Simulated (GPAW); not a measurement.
## C/Pd(100): simulated STM images

Wanted: filled- and empty-state images of C/Pd(100), with its work function.

Main program and level: GPAW 26.7.0; GPAW, PAW setups; slab in vacuum, relaxation, in the first sound run; inputs show where later runs differ.

### Step 1. The starting structure

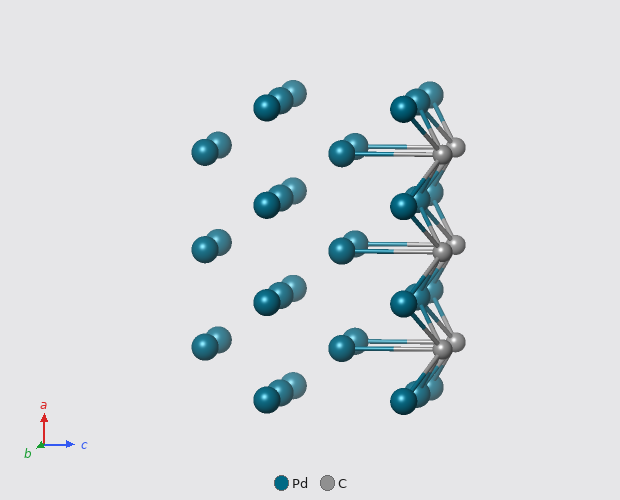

The starting structure, seen from the side, with the c axis across the page (palladium blue, carbon grey). 3×2×1 cells are drawn. Some periodic images of atoms are drawn too.

The cell holds 5 atoms: 4 Pd and 1 C. Its edges and angles: a = 2.751 Å, b = 2.751 Å, c = 24.751 Å, α = 90.0°, β = 90.0°, γ = 90.0°. Vacuum lies along c.

As a file:

```
Pd C
1.0
     2.75065    0.00000    0.00000
     0.00000    2.75065    0.00000
     0.00000    0.00000   24.75123
Pd C
4 1
Direct
  0.50000 0.50000 0.36362
  0.00000 0.00000 0.44220
  0.50000 0.50000 0.52078
  0.00000 0.00000 0.59936
  0.50000 0.50000 0.63638
```

### Step 2. Relaxation

Forces are removed first; all later runs use this geometry. The lowest 2 atoms are held at bulk positions and keep their forces.

Input file run.py:

```python
import json
import numpy as np
from ase import Atoms
from ase.constraints import FixAtoms
from ase.optimize import BFGS
from gpaw import GPAW, PW

slab = Atoms(
    ['Pd', 'Pd', 'Pd', 'Pd', 'C'],
    positions=[
        [1.37532, 1.37532, 9.00000],
        [0.00000, 0.00000, 10.94500],
        [1.37532, 1.37532, 12.89000],
        [0.00000, 0.00000, 14.83500],
        [1.37532, 1.37532, 15.75123]],
    cell=[[2.75065, 0.0, 0.0], [0.0, 2.75065, 0.0], [0.0, 0.0, 24.75123]],
    pbc=[True, True, False])

slab.calc = GPAW(mode=PW(500), xc='PBE', kpts={'size': (11, 11, 1), 'gamma': True},
                 occupations={'name': 'fermi-dirac', 'width': 0.1}, nbands='160%',
                 convergence={'density': 1e-05}, maxiter=200,
                 poissonsolver={'dipolelayer': 'xy'},
                 symmetry={'tolerance': 1e-3, 'extra_ids': [1, 1, 0, 0, 0]}, txt='slab.txt')
result = {}
slab.set_constraint(FixAtoms([0, 1]))
path = []
opt = BFGS(slab, maxstep=0.2)
opt.attach(lambda: path.append((slab.get_potential_energy(), slab.positions.tolist(), slab.get_forces().tolist())))
result['relaxed'] = bool(opt.run(fmax=0.03, steps=40))
result['path'] = path
energy = slab.get_potential_energy()
fermi = slab.calc.get_fermi_level()
v = slab.calc.get_electrostatic_potential().mean((0, 1)) - fermi
n = slab.calc.get_pseudo_density().mean((0, 1))
L = slab.cell[2, 2]
z = np.arange(len(v)) * L / len(v)
low, high = slab.positions[:, 2].min(), slab.positions[:, 2].max()
below, above = np.interp([low - 6.8, high + 6.8], z, v)
slopes = [np.interp(x, z, np.gradient(v, z)) for x in (low - 6.8, high + 6.8)]
eps = np.array([[slab.calc.get_eigenvalues(k, s) for k in range(len(slab.calc.get_ibz_k_points()))]
                for s in range(slab.calc.get_number_of_spins())]) - fermi
top, bottom = eps[eps < 0].max(), eps[eps > 0].min()
dipole = slab.get_dipole_moment()[2]
print(f'energy {energy:.4f} eV, Fermi level {fermi:.4f} eV, dipole {dipole:.5f} e A')
print(f'potential 6.8 A off the faces, from the Fermi level: lower {below:.4f} eV, upper {above:.4f} eV')
print(f'slope of the potential there: lower {slopes[0]:.5f}, upper {slopes[1]:.5f} eV/A')
print(f'nearest levels on the mesh: {top:.4f} and {bottom:.4f} eV')
print('magnetic moment', round(slab.get_magnetic_moment(), 3))
result.update(energy=energy, fermi=fermi, dipole=dipole, below=below, above=above, slopes=slopes, edges=[top, bottom],
              z=z.tolist(), v=v.tolist(), n=n.tolist(), positions=slab.positions.tolist(),
              forces=slab.get_forces(apply_constraint=False).tolist(), moments=slab.get_magnetic_moments().tolist())
json.dump(result, open('result.json', 'w'))
```

Started as:

```bash
> OMP_NUM_THREADS=1 OPENBLAS_NUM_THREADS=1 python run.py
```

Log:

```text
Step          Energy          fmax
BFGS:    0      -20.412317        1.425692
BFGS:    1      -20.444903        1.157199
BFGS:    2      -20.511927        0.362134
BFGS:    3      -20.522050        0.437800
BFGS:    4      -20.532271        0.485173
BFGS:    5      -20.540351        0.441939
BFGS:    6      -20.546209        0.328062
BFGS:    7      -20.552367        0.108601
BFGS:    8      -20.553401        0.044706
BFGS:    9      -20.553457        0.041874
BFGS:   10      -20.553517        0.035078
BFGS:   11      -20.553585        0.033352
BFGS:   12      -20.553999        0.044378
BFGS:   13      -20.554375        0.036956
BFGS:   14      -20.554706        0.016114
energy -20.4419 eV, Fermi level -0.0078 eV, dipole -0.01760 e A
potential 6.8 A off the faces, from the Fermi level: lower 5.1087 eV, upper 5.5335 eV
slope of the potential there: lower -0.00003, upper -0.00001 eV/A
nearest levels on the mesh: -0.0114 and 0.0144 eV
magnetic moment 0.0
```

It took 18 min on 1 thread of Intel Xeon Platinum 8375C at 2.90GHz (Ice Lake), shared host; peak memory 0.3 GiB.

The steps of the relaxation:

```tsv
step	energy less that of the first step (eV)	largest force (eV/Å)
1	0.0000	1.4257
2	-0.0307	1.1572
3	-0.0895	0.3621
4	-0.0977	0.4378
5	-0.1075	0.4852
6	-0.1165	0.4419
7	-0.1234	0.3281
8	-0.1311	0.1086
9	-0.1326	0.0447
10	-0.1326	0.0419
11	-0.1326	0.0351
12	-0.1325	0.0334
13	-0.1325	0.0444
14	-0.1326	0.0370
15	-0.1326	0.0161
```

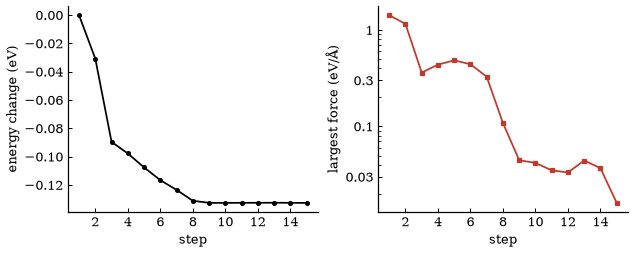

Energy and largest force along the relaxation.

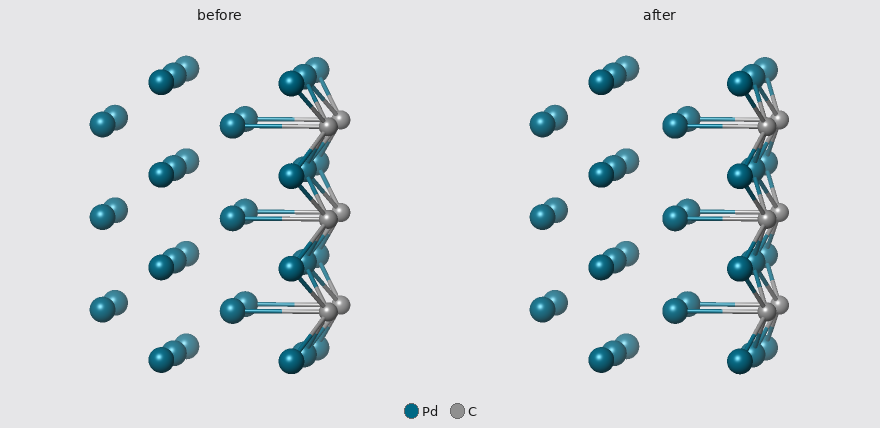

Before and after, at one scale.

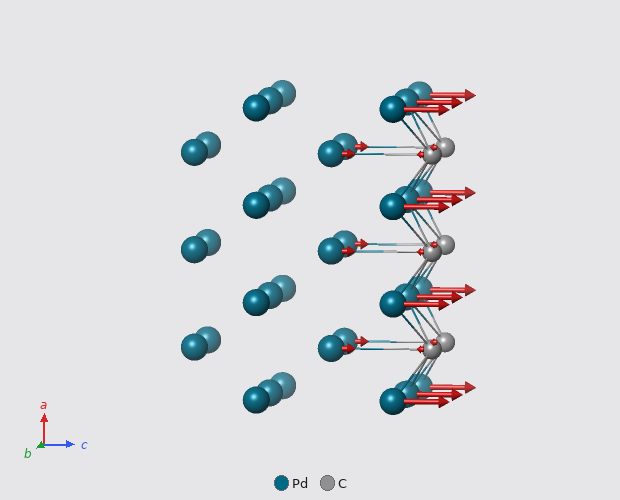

Displacements in the relaxation, exaggerated; the longest in the cell stands for 0.26 Å. 3×2×1 cells are drawn. Some periodic images of atoms are drawn too.

The atoms that moved most (Å):

```tsv
atom	dx	dy	dz	length
Pd4	0.000	0.000	0.255	0.255
Pd3	0.000	0.000	0.076	0.076
C5	0.000	0.000	-0.041	0.041
```

The relaxed structure:

```xyz
5
Lattice="2.7506 0.0000 0.0000 0.0000 2.7506 0.0000 0.0000 0.0000 24.7512" Properties=species:S:1:pos:R:3
Pd    1.3753    1.3753    9.0000
Pd    0.0000    0.0000   10.9450
Pd    1.3753    1.3753   12.9659
Pd    0.0000    0.0000   15.0901
C     1.3753    1.3753   15.7107
```

Numbers from this step:

```yaml
dipole_along_the_normal: -0.01760 e·Å
levels_nearest_the_fermi_level_on_the_mesh: -0.01145, 0.01443 eV from the Fermi level
upper_work_function: 5.533 eV
lower_work_function: 5.109 eV
```

The electrostatic potential energy of an electron (without an applied field's), less the Fermi level, planar mean oscillates, so the rows of the table below give means over windows of 1 Å about each position, cut where the curve ends. Its maxima inside the range that stand out by 2 % of the span (Å: eV): 10.0: -1.02, 12.0: -0.562, 14.0: -0.533. Its minima: 9.0: -19.3, 10.9: -19.5, 13.0: -19.5, 15.2: -24.7.

Electrostatic potential energy of an electron (without an applied field's), less the Fermi level, planar mean against z; means over each step:

```tsv
z (Å)	electrostatic potential energy of an electron (without an applied field's), less the Fermi level, planar mean (eV)
0	5.19
1	5.11
2	5.11
3	5.11
4	5.11
5	5.11
6	5.09
7	4.81
8	0.644
9	-14.7
10	-3.78
11	-14.9
12	-3.07
13	-14.9
14	-2.79
15	-19.6
16	-9.47
17	4.62
18	5.50
19	5.53
20	5.53
21	5.53
22	5.53
23	5.53
24	5.53
```

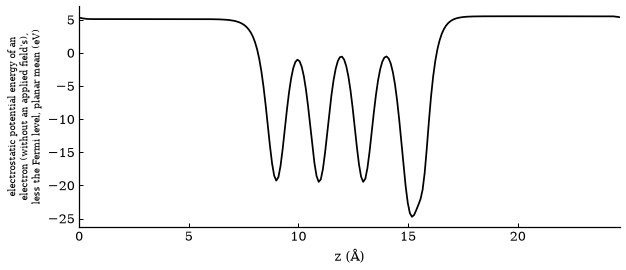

Electrostatic potential energy of an electron (without an applied field's), less the Fermi level, planar mean, plotted against z.

The pseudo valence density, planar mean oscillates, so the rows of the table below give means over windows of 1.93 Å about each position, cut where the curve ends. Its maxima inside the range that stand out by 2 % of the span (Å: e/Å³): 9.1: 2.30, 11.0: 2.33, 13.0: 2.41, 15.1: 2.55. Its minima: 10.1: 0.360, 12.0: 0.315, 13.9: 0.286.

Pseudo valence density, planar mean against z; means over each step:

```tsv
z (Å)	pseudo valence density, planar mean (e/Å³)
4.83	7.1e-5
6.76	0.0121
8.69	1.01
10.62	1.09
12.55	1.07
14.48	1.07
16.41	0.402
18.34	0.00177
20.27	4.0e-6
```

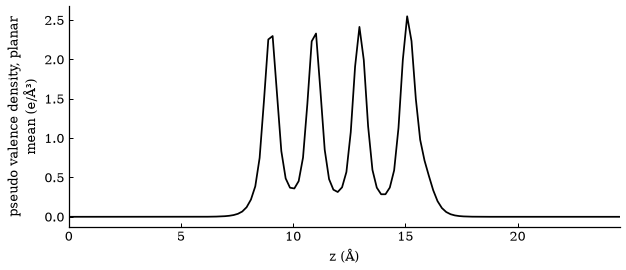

Pseudo valence density, planar mean, plotted against z.

The relaxation lowered the energy of the cell by 0.133 eV (energies extrapolated to zero smearing; the optimiser's log prints free energies). The largest force left on a free atom is 0.016 eV/Å.

### Step 3. Plane waves, PBE

The work function is the vacuum plateau of the electrostatic potential less the Fermi level; a dipole layer lets the two faces have plateaus of their own.

This step: GPAW, PAW setups; slab in vacuum (GPAW 26.7.0).

Edit run.py of step 2 so:

```diff
@@ -3,4 +3,3 @@
 from ase import Atoms
-from ase.constraints import FixAtoms
-from ase.optimize import BFGS
+from ase.dft.stm import STM
 from gpaw import GPAW, PW
@@ -12,5 +11,5 @@
         [0.00000, 0.00000, 10.94500],
-        [1.37532, 1.37532, 12.89000],
-        [0.00000, 0.00000, 14.83500],
-        [1.37532, 1.37532, 15.75123]],
+        [1.37532, 1.37532, 12.96586],
+        [-0.00000, -0.00000, 15.09011],
+        [1.37532, 1.37532, 15.71070]],
     cell=[[2.75065, 0.0, 0.0], [0.0, 2.75065, 0.0], [0.0, 0.0, 24.75123]],
@@ -22,10 +21,4 @@
                  poissonsolver={'dipolelayer': 'xy'},
-                 symmetry={'tolerance': 1e-3, 'extra_ids': [1, 1, 0, 0, 0]}, txt='slab.txt')
+                 symmetry={'tolerance': 1e-3}, txt='slab.txt')
 result = {}
-slab.set_constraint(FixAtoms([0, 1]))
-path = []
-opt = BFGS(slab, maxstep=0.2)
-opt.attach(lambda: path.append((slab.get_potential_energy(), slab.positions.tolist(), slab.get_forces().tolist())))
-result['relaxed'] = bool(opt.run(fmax=0.03, steps=40))
-result['path'] = path
 energy = slab.get_potential_energy()
@@ -51,2 +44,16 @@
               forces=slab.get_forces(apply_constraint=False).tolist(), moments=slab.get_magnetic_moments().tolist())
+
+# Images need the states of the whole zone, up to time reversal
+slab.calc = slab.calc.fixed_density(symmetry={'point_group': False}, txt='states.txt', nbands='250%',
+                                    convergence={'bands': 'CBM+1.3'})
+stm = STM(slab)
+result['stm'] = []
+for bias in [-1.0, 1.0]:
+    height = high + 4.0
+    current = stm.get_averaged_current(bias, height)
+    x, y, h = stm.scan(bias, current)
+    i, f = divmod(height / L * stm.ldos.shape[2], 1)
+    I = abs((1 - f) * stm.ldos[:, :, int(i)] + f * stm.ldos[:, :, int(i) + 1])
+    print(f'bias {bias} V: mean current at 4.0 A {current:.4e}, corrugation {np.ptp(h):.4f} A')
+    result['stm'].append(dict(bias=bias, current=current, h=(h - high).tolist(), I=I.tolist()))
 json.dump(result, open('result.json', 'w'))
```

Log:

```text
energy -20.4419 eV, Fermi level -0.0078 eV, dipole -0.01775 e A
potential 6.8 A off the faces, from the Fermi level: lower 5.1087 eV, upper 5.5332 eV
slope of the potential there: lower -0.00000, upper -0.00003 eV/A
nearest levels on the mesh: -0.0114 and 0.0144 eV
magnetic moment 0.0
bias -1.0 V: mean current at 4.0 A 1.1351e-06, corrugation 0.1130 A
bias 1.0 V: mean current at 4.0 A 1.9748e-06, corrugation 0.3076 A
```

It took 5.6 min on 1 thread; peak memory 0.81 GiB.

This step gave:

* dipole along the normal: -0.01775 e·Å
* levels nearest the Fermi level on the mesh: -0.01143, 0.01444 eV from the Fermi level
* corrugation -1: 0.1130 Å
* corrugation 1: 0.3076 Å

The electrostatic potential energy of an electron (without an applied field's), less the Fermi level, planar mean oscillates, so the rows of the table below give means over windows of 2.5 Å about each position, cut where the curve ends. Its maxima inside the range that stand out by 2 % of the span (Å: eV): 10.0: -1.02, 12.0: -0.562, 14.0: -0.533. Its minima: 9.0: -19.3, 10.9: -19.5, 13.0: -19.5, 15.2: -24.7.

Electrostatic potential energy of an electron (without an applied field's), less the Fermi level, planar mean against z; means over each step:

```tsv
z (Å)	electrostatic potential energy of an electron (without an applied field's), less the Fermi level, planar mean (eV)
0.0	5.14
2.5	5.11
5.0	5.10
7.5	1.53
10.0	-11.1
12.5	-8.68
15.0	-12.4
17.5	4.70
20.0	5.53
22.5	5.53
```

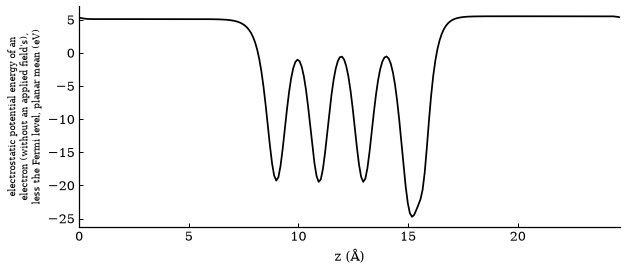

Electrostatic potential energy of an electron (without an applied field's), less the Fermi level, planar mean against z.

The pseudo valence density, planar mean oscillates, so the rows of the table below give means over windows of 1.93 Å about each position, cut where the curve ends. Its maxima inside the range that stand out by 2 % of the span (Å: e/Å³): 9.1: 2.30, 11.0: 2.33, 13.0: 2.41, 15.1: 2.55. Its minima: 10.1: 0.360, 12.0: 0.315, 13.9: 0.286.

Pseudo valence density, planar mean against z; means over each step:

```tsv
z (Å)	pseudo valence density, planar mean (e/Å³)
4.83	7.1e-5
6.76	0.0121
8.69	1.01
10.62	1.09
12.55	1.07
14.48	1.07
16.41	0.402
18.34	0.00177
20.27	4.0e-6
```

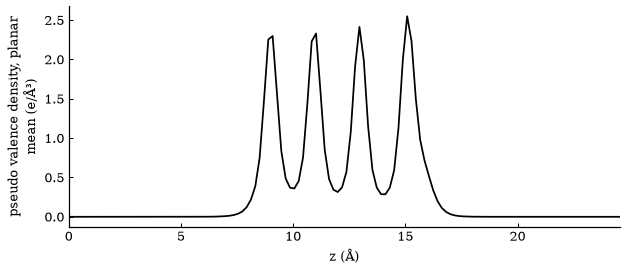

Pseudo valence density, planar mean against z.

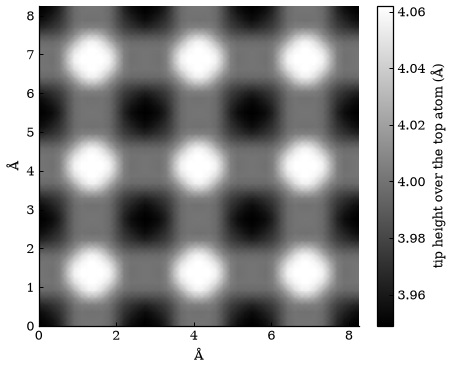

Tip height over the top atom over a1 and a2. Sample bias -1 V, constant current at the mean current 4.0 Å over the top atom. The cell is repeated, with its origin at the lower left corner.

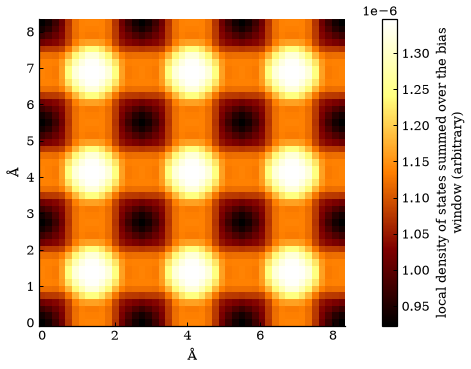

Local density of states summed over the bias window over a1 and a2. Sample bias -1 V, constant height 4.0 Å over the top atom. The cell is repeated, with its origin at the lower left corner.

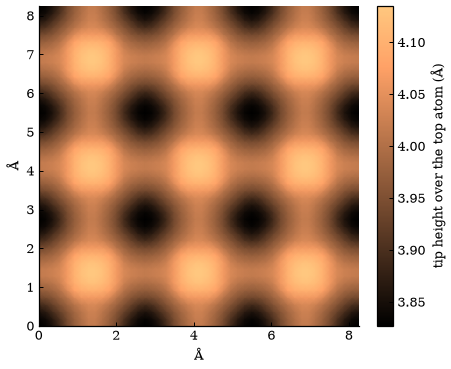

Tip height over the top atom over a1 and a2. Sample bias 1 V, constant current at the mean current 4.0 Å over the top atom. The cell is repeated, with its origin at the lower left corner.

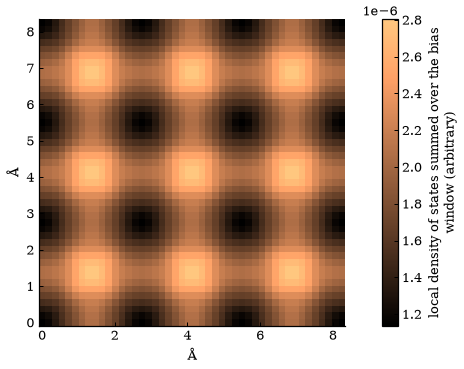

Local density of states summed over the bias window over a1 and a2. Sample bias 1 V, constant height 4.0 Å over the top atom. The cell is repeated, with its origin at the lower left corner.

Force by atom:

```tsv
atom	x (eV/Å)	y (eV/Å)	z (eV/Å)	size
Pd1	0.000	0.000	-0.227	0.227
Pd2	0.000	0.000	0.211	0.211
Pd3	0.000	0.000	0.001	0.001
Pd4	0.000	0.000	0.016	0.016
C5	0.000	0.000	-0.004	0.004
```

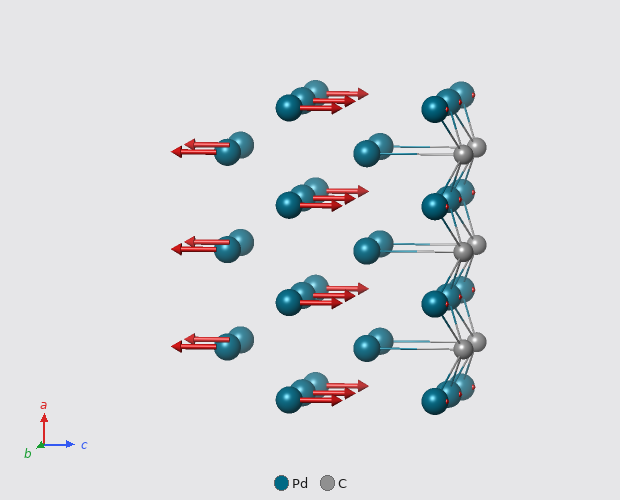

Force as arrows, the longest 0.227 eV/Å. 3×2×1 cells are drawn. Some periodic images of atoms are drawn too.

The potential is flat to 3.3e-5 eV/Å where it is read, so the vacuum is wide enough.

### Step 4. A changed run

One more run, with changed settings.

Edit run.py of step 3 so:

```diff
@@ -3,4 +3,3 @@
 from ase import Atoms
-from ase.dft.stm import STM
-from gpaw import GPAW, PW
+from gpaw import GPAW
 
@@ -17,5 +16,5 @@
 
-slab.calc = GPAW(mode=PW(500), xc='PBE', kpts={'size': (11, 11, 1), 'gamma': True},
+slab.calc = GPAW(mode='fd', h=0.4, xc='PBE', kpts={'size': (11, 11, 1), 'gamma': True},
                  occupations={'name': 'fermi-dirac', 'width': 0.1}, nbands='160%',
-                 convergence={'density': 1e-05}, maxiter=200,
+                 convergence={'density': 1e-05}, maxiter=75,
                  poissonsolver={'dipolelayer': 'xy'},
@@ -44,16 +43,2 @@
               forces=slab.get_forces(apply_constraint=False).tolist(), moments=slab.get_magnetic_moments().tolist())
-
-# Images need the states of the whole zone, up to time reversal
-slab.calc = slab.calc.fixed_density(symmetry={'point_group': False}, txt='states.txt', nbands='250%',
-                                    convergence={'bands': 'CBM+1.3'})
-stm = STM(slab)
-result['stm'] = []
-for bias in [-1.0, 1.0]:
-    height = high + 4.0
-    current = stm.get_averaged_current(bias, height)
-    x, y, h = stm.scan(bias, current)
-    i, f = divmod(height / L * stm.ldos.shape[2], 1)
-    I = abs((1 - f) * stm.ldos[:, :, int(i)] + f * stm.ldos[:, :, int(i) + 1])
-    print(f'bias {bias} V: mean current at 4.0 A {current:.4e}, corrugation {np.ptp(h):.4f} A')
-    result['stm'].append(dict(bias=bias, current=current, h=(h - high).tolist(), I=I.tolist()))
 json.dump(result, open('result.json', 'w'))
```

Log:

```text
energy -180.8749 eV, Fermi level -4.9044 eV, dipole 0.01508 e A
potential 6.8 A off the faces, from the Fermi level: lower 5.0741 eV, upper 4.7348 eV
slope of the potential there: lower -0.00000, upper 0.00000 eV/A
nearest levels on the mesh: -0.0532 and 0.0022 eV
magnetic moment 0.0
```

Run time: 2.8 min. Hardware: 1 thread; peak memory 0.23 GiB.

The run finished. A setting was moved off its sound value on purpose, so it serves as a test and not as the result.

The fault put into the input: a grid far too coarse (mode = "fd" and h = 0.4).

The two runs compared:

```tsv
quantity	this run	sound run	difference
dipole along the normal (e·Å)	0.015075	-0.017748	0.0328
upper work function (eV)	4.7348	5.5332	-0.798
lower work function (eV)	5.0741	5.1087	-0.0347
```

One result that differs is the upper work function, 4.73 eV against 5.53 eV.

### Step 5. Outcome

- work function, upper and lower face: 5.533 and 5.109 eV
- dipole along the normal: -0.0177 e Å
- corrugation at -1 V: 0.113 Å
- corrugation at 1 V: 0.308 Å

What this shows: The corrugation at constant current is largest at 1 V, where the tip height varies by 0.31 Å over the cell. Negative sample bias images filled states, positive bias empty ones. The two faces differ by 0.42 eV, the step that the slab's dipole makes (e p/(ε0 A) gives 0.42 eV), so the dipole layer is needed. The images are of Tersoff-Hamann type: an s-wave tip, no tip-sample forces, heights closer than in a microscope. The cell of 7.57 Å² holds one C, started on one chosen site; other sites and coverages weren't tried. The in-plane lattice was kept as typed, which isn't the functional's own and leaves some strain; spin-orbit coupling and temperature are left out.

[Logs are printed without paths, hosts, clocks, repeated set-up lines and the standing remarks that a program may print on its own settings, such as how far it seeks lower states.]

[Hosts, paths, dates, database ids (printed as entryN), source tags and the programs' standing remarks are cut or masked in the printed files.]
